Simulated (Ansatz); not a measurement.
The figure comes from a scan of CdS (zinc blende): a phonon pattern at L = (0.5, 0.0, 0.0) is frozen into a 4-atom cell, Q being the largest atomic displacement. These are PBE (plane waves to 420 eV, PAW, scalar-relativistic; Ansatz, a program for electronic structure) values and carry that method's errors. k mesh 5×10×10 (Γ-centred), Fermi-Dirac smearing 0.05 eV. CdS was relaxed with its symmetry unable to fall. The PAW data are Ansatz's earlier set. 

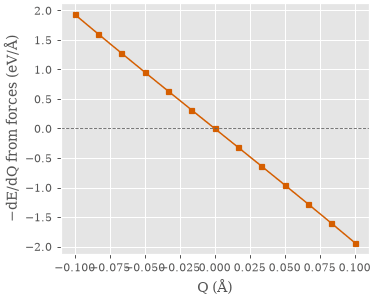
Figure. −dE/dQ from forces (eV/Å) against Q (Å); markers are the computed points, lines only join them.

Problem. Read the plotted values off the figure, to the accuracy that the plot allows.

Solution. To the nearest 0.05:

| Q (Å) | −dE/dQ from forces (eV/Å) |
|---|---|
| -0.100 | 1.95 |
| -0.083 | 1.60 |
| -0.067 | 1.30 |
| -0.050 | 0.95 |
| -0.033 | 0.65 |
| -0.017 | 0.30 |
| 0.000 | 0.00 |
| 0.017 | -0.30 |
| 0.033 | -0.65 |
| 0.050 | -0.95 |
| 0.067 | -1.30 |
| 0.083 | -1.60 |
| 0.100 | -1.95 |

(A displaced cell: forces are minus the slopes of the energy, force constants its curvatures, and phonons follow from these.)
